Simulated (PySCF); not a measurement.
# C2H5N (SMILES C1CN1): levels of theory compared

We compute a comparison of 6 runs (B3LYP/6-31G*, B2PLYP/def2-SVPD, BHLYP/def2-SVPD, PBE0/def2-SVPD, r2SCAN/def2-SVPD, CCSD(T)/def2-SVPD) of C2H5N. 

The calculation is run with PySCF 2.14.0.

1 further run of the same task is left out (set aside as unsound or not needed).

## 1. The molecule

C2H5N has 8 atoms, charge 0, and is taken as a singlet. SMILES: `C1CN1`. Geometry: relaxed at PBE0-D4/def2-TZVP.

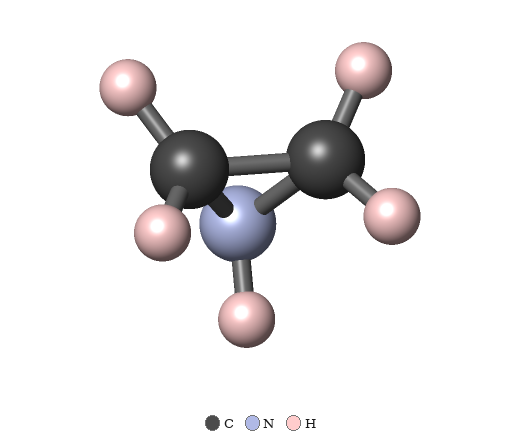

The structure, seen from a chosen angle (carbon dark grey, nitrogen light blue, hydrogen pink).

## 2. The energy at B3LYP/6-31G(d) (spherical functions) (run 1)

Input file job.py:

```python
from pyscf import gto, dft

mol = gto.M(
    atom='''
C     -0.441950     0.372860    -0.526630
C      0.701820     0.041300     0.342680
N     -0.646410    -0.379240     0.705850
H     -0.523890    -0.146250    -1.476300
H     -0.850360     1.377350    -0.521460
H      1.130680     0.803020     0.984310
H      1.406100    -0.705720    -0.009460
H     -0.775990    -1.363310     0.501020
''',
    spin=0,
    basis='6-31g*',
    max_memory=1860,
    verbose=3,
)

myscf = dft.RKS(mol)
myscf.xc = 'b3lyp'
myscf.conv_tol = 1e-10
myscf.grids.level = 5
myscf.kernel()
if not myscf.converged:
    myscf = myscf.newton().run(myscf.mo_coeff, myscf.mo_occ)

etot = myscf.e_tot
print('E(%s) = %.9f' % ('B3LYP', etot))
```

Command:

```bash
$ OMP_NUM_THREADS=1 python job.py
```

Log:

```text
converged SCF energy = -133.916432989867
E(B3LYP) = -133.916432990
```

Wall time 7.8 s (1 thread of Arm Neoverse V1, shared host); peak memory 0.29 GiB.

## 3. The energy at B2PLYP/def2-SVPD (run 2)

Input file geometry.xyz:

```xyz
8

C     -0.441950     0.372860    -0.526630
C      0.701820     0.041300     0.342680
N     -0.646410    -0.379240     0.705850
H     -0.523890    -0.146250    -1.476300
H     -0.850360     1.377350    -0.521460
H      1.130680     0.803020     0.984310
H      1.406100    -0.705720    -0.009460
H     -0.775990    -1.363310     0.501020
```

Input file calc.py:

```python
# aziridine
from pyscf import gto, dft, mp

system = gto.M(
    atom='geometry.xyz',
    spin=0,
    verbose=3,
    charge=0,
    max_memory=1860,
    basis='def2-svpd',
)

myscf = dft.RKS(system, xc='0.53*HF + 0.47*B88, 0.73*LYP')
myscf.conv_tol = 1e-10
myscf.grids.level = 5
myscf.kernel()
if not myscf.converged:
    myscf = myscf.newton().run(myscf.mo_coeff, myscf.mo_occ)

pt = mp.MP2(myscf, frozen=3).run()
energy = myscf.e_tot + 0.27 * pt.e_corr
print('PT2 part  %.8f' % (0.27 * pt.e_corr))
print('E(%s) = %.9f' % ('B2PLYP', energy))
```

Command:

```bash
$ OMP_NUM_THREADS=1 python calc.py
```

Log:

```text
converged SCF energy = -133.531740856863
E(RMP2) = -134.10195713126  E_corr = -0.570216274396435
E(SCS-RMP2) = -134.096145331308  E_corr = -0.564404474445017
PT2 part  -0.15395839
E(B2PLYP) = -133.685699251
```

It took 17 s on 1 thread of Arm Neoverse V1, shared host; peak memory 0.49 GiB.

Runs 3 to 5 aren't shown in full; the table further down has their settings and results.

## 4. A single-point energy at CCSD(T)/def2-SVPD (run 6)

Input file input.py:

```python
from pyscf import gto, cc

molecule = gto.Mole()
molecule.atom = '''
C     -0.835164     0.704603    -0.995186
C      1.326248     0.078046     0.647571
N     -1.221538    -0.716660     1.333863
H     -0.990009    -0.276372    -2.789803
H     -1.606948     2.602814    -0.985417
H      2.136676     1.517488     1.860076
H      2.657144    -1.333618    -0.017877
H     -1.466409    -2.576283     0.946791
'''
molecule.unit = 'bohr'
molecule.verbose = 3
molecule.max_memory = 1860
molecule.basis = 'def2-svpd'
molecule.build()

mf = molecule.RHF()
mf.conv_tol = 1e-10
mf.kernel()
if not mf.converged:
    mf = mf.newton().run(mf.mo_coeff, mf.mo_occ)

mycc = cc.CCSD(mf, frozen=3)
mycc.kernel()
e_t = mycc.ccsd_t()
e_final = mycc.e_tot + e_t
print('E = %.10f Eh' % e_final)
```

Command:

```bash
$ OMP_NUM_THREADS=1 python input.py
```

Log:

```text
converged SCF energy = -132.950764032435
E(CCSD) = -133.4489205545314  E_corr = -0.4981565220961924
CCSD(T) correction = -0.0172630115527159
E = -133.4661835661 Eh
```

Run time: 42 s. Hardware: 1 thread of Arm Neoverse V1, shared host; peak memory 0.65 GiB.

## 5. The series

| run | level | frozen core orbitals | integration grid | energy (Eh) | dipole moment (D) of the reference | HOMO energy (eV) | LUMO energy (eV) | wall time |
| --- | --- | --- | --- | --- | --- | --- | --- | --- |
| 1 | B3LYP/6-31G* (spherical functions) | – | 5 | -133.916433 | 1.75 | -6.59 | 2.22 | 7.8 s |
| 2 | B2PLYP/def2-SVPD | 3 | 5 | -133.685699 | 1.76 | -8.58 | 1.60 | 17 s |
| 3 | BHLYP/def2-SVPD | – | 5 | -133.744490 | 1.76 | -8.62 | 1.39 | 17 s |
| 4 | PBE0/def2-SVPD | – | 5 | -133.675407 | 1.68 | -7.25 | 0.92 | 16 s |
| 5 | r2SCAN/def2-SVPD | – | 5 | -133.747843 | 1.65 | -6.07 | 1.02 | 34 s |
| 6 | CCSD(T)/def2-SVPD | 3 | – | -133.466184 | 1.84 | -10.77 | 2.89 | 42 s |

## 6. Summary of results

| quantity | value |
| --- | --- |
| run 6: total energy | -133.46618 Eh |
| run 6: dipole moment (Hartree–Fock density) | 1.84 D |
| run 6: HOMO energy (Hartree–Fock orbitals) | -10.77 eV |
| run 6: LUMO energy (Hartree–Fock orbitals) | 2.89 eV |
| run 6: HOMO–LUMO gap (Hartree–Fock orbitals) | 13.67 eV |
| run 6: correlation energy (3 core orbitals frozen) | -515.4 mEh |
| run 6: (T) correction | -17.26 mEh |
| run 6: T1 diagnostic | 0.009 |

**Reading.** Over runs 1, 2, 3, 4, 5 the dipole moment (its size) runs from 1.65 D (r2SCAN/def2-SVPD) to 1.76 D (B2PLYP/def2-SVPD). A double hybrid's value is that of its SCF part. Over runs 1, 2, 3, 4, 5 the HOMO–LUMO gap runs from 7.09 eV (r2SCAN/def2-SVPD) to 10.18 eV (B2PLYP/def2-SVPD). Totals of different functionals can't be ranked against each other. All runs together took 2.2 min, the longest 42 s.
